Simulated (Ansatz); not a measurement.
# GeH2···H2: what the fields show

Input

```
crystal:
  periodic: [false, false, false]
  atoms:
    - { symbol: Ge, position_ang: [-0.07846, -0.000438, -1.054354] }
    - { symbol: H, position_ang: [1.207099, 0.012481, 1.375764] }
    - { symbol: H, position_ang: [1.787048, -0.006222, 0.961257] }
    - { symbol: H, position_ang: [-0.815517, 1.142481, -0.182379] }
    - { symbol: H, position_ang: [-0.824269, -1.148302, -0.197588] }
basis:
  gaussian: { orbitals: def2-TZVP }
hamiltonian:
  xc: blyp
  dispersion: d4
relax:
  f_tol: 0.03
  max_steps: 50
output:
  orbitals: {}
```

Command:

```sh
ansatz run input.yaml --threads 1 --pin off --max-ram 2048MiB --backend cpu --events-out ev --progress --plain --runs-dir out
```

The fields are those of the run's last geometry, not of the input's.

The calculation used RKS BLYP-D4/def2-TZVP in Ansatz 0.2.0.

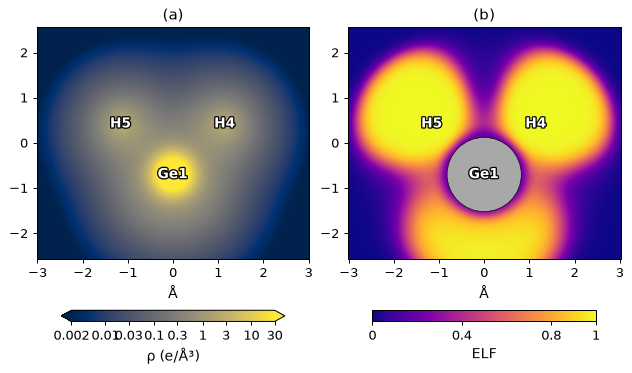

Figure 1. (a) total electron density; (b) electron localisation function on the plane of atoms H4, Ge1 and H5. Grey discs cover the atomic cores in the ELF map.

### Read the bonding off the picture.

- The section cuts through Ge and H sites.
- Ge–H (1.61 Å): the density is about 0.91 e/Å³ at the midpoint; the ELF climbs to about 1 towards the hydrogen.

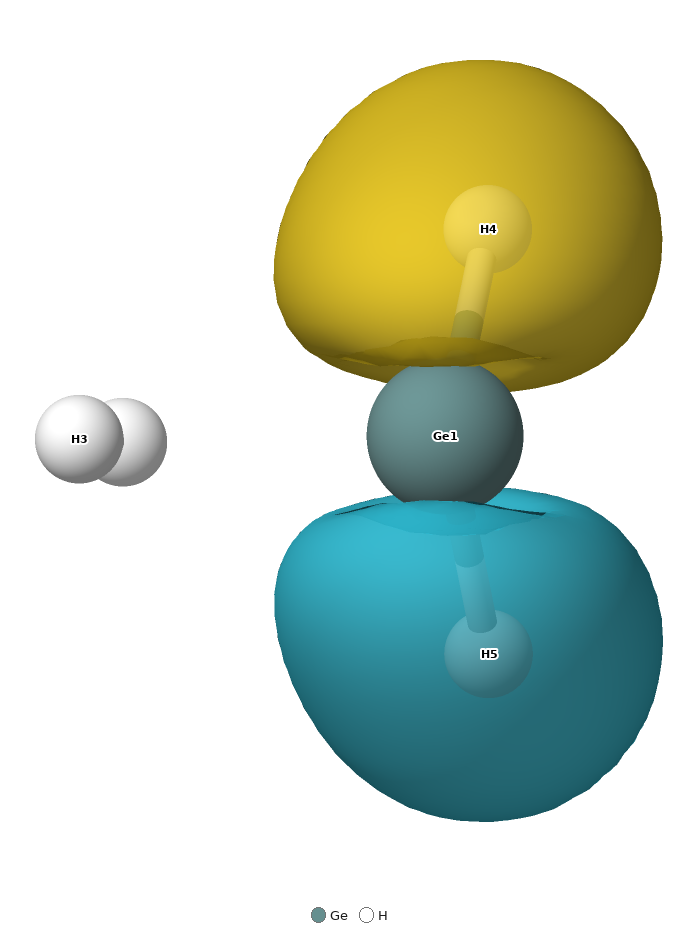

Figure 2. The HOMO−1 at ±0.15 Å⁻³ᐟ² (yellow and cyan are the two phases), seen at a tilt.

### Where does this orbital lie, and at what energy?

By Hirshfeld shares it lies mainly on Ge1 (about 45 %), H4 (about 25 %) and H5 (about 25 %). Its energy is −7.32 eV.
